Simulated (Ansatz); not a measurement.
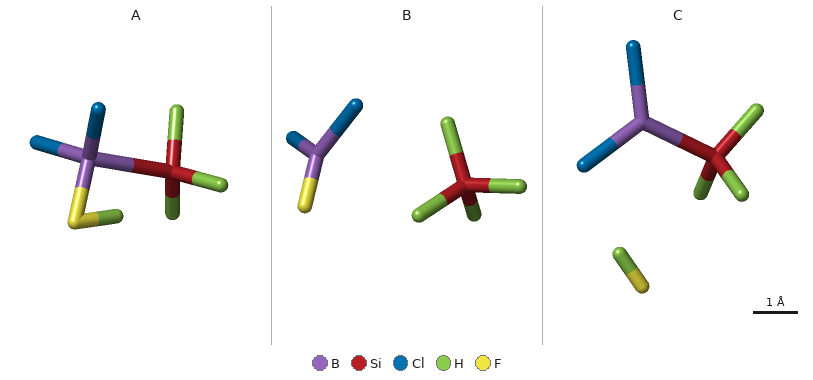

Three geometries of BSiH4Cl2F: a saddle point and the two relaxed ends that it joins, in shuffled order. Style: stick. Shown at a tilt. Sticks join atoms that are closer than about 1.2 times the sum of their covalent radii (a little more with hydrogen).

Stationary points at PBE0-D4/def2-TZVP, single-point energies with CCSD(T)/CBS (def2-TZVPP where no basis is named; Ansatz 0.2.0). The energies are electronic, without zero-point or thermal terms, and both ends are the relaxed geometries reached downhill from the saddle, with any fragments still in contact. CCSD(T)/CBS stands for a frozen-core estimate: MP2 correlation extrapolated from def2-TZVPP and def2-QZVPP, CCSD(T) minus MP2 from the smaller set.

Which frame is the transition state, what reaction does it lead through, and what barrier is to be expected?

Frame A is the saddle point. Counted by bonded pieces, C holds HF + SiBH₃Cl₂ and B holds BCl₂F + SiH₄. From C over the saddle to B, bonds form: B–F (3.80 → 1.64 → 1.31 Å), H–Si (3.27 → 1.94 → 1.49 Å). Bonds break: B–Si (2.02 → 2.18 → 3.88 Å), F–H (0.93 → 1.11 → 3.01 Å). The saddle has one imaginary mode, 1095i cm⁻¹. The end B keeps a soft imaginary mode of 29i cm⁻¹, so it isn't quite a minimum. With CCSD(T)/CBS the barrier is 1.26 eV from C and 2.69 eV from B, and B lies 1.43 eV below C.
